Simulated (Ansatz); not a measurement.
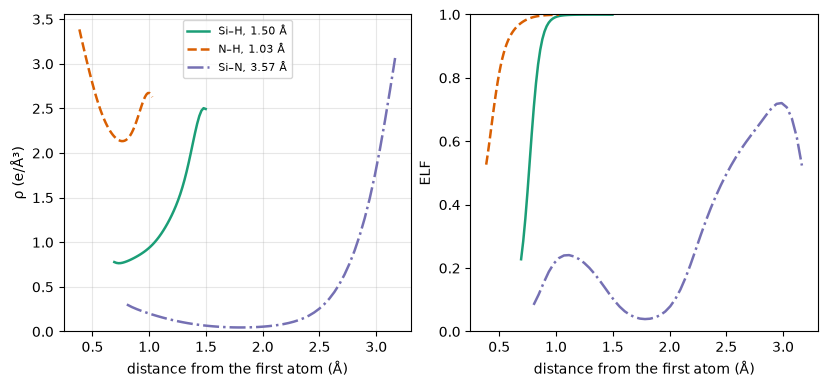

SiH$_{4}$···NH$_{3}$. Total electron density and ELF along straight lines between neighbouring atoms. The curves leave out the atomic cores.

Computed with Ansatz, RKS PBE-D4/6-31G*.

| atom | x (Å) | y (Å) | z (Å) |
| --- | --- | --- | --- |
| Si | 0.4143 | 0.0399 | -0.1293 |
| H | 0.5714 | -0.1182 | 1.3514 |
| H | 1.7719 | 0.0794 | -0.7666 |
| H | -0.3046 | 1.3184 | -0.4312 |
| H | -0.3534 | -1.1190 | -0.6863 |
| N | -2.8025 | -0.0589 | 1.4100 |
| H | -2.7290 | -0.6909 | 0.6042 |
| H | -2.5601 | 0.8744 | 1.0578 |
| H | -2.0408 | -0.3250 | 2.0451 |

Compare the contacts.

Answer. Si–H (1.50 Å): ρ is about 0.77 e/Å³ halfway; the ELF climbs to about 1 towards the hydrogen, as it does in any bond to H.
N–H (1.03 Å): ρ at the midpoint is about 2.7 e/Å³; the ELF climbs to about 1 towards the hydrogen; an ordinary covalent bond to hydrogen.
Si1···N6 (3.57 Å): the density falls to about 0.05 e/Å³ on the way; the ELF dips to about 0.05 between them: a weak contact between the two molecules.
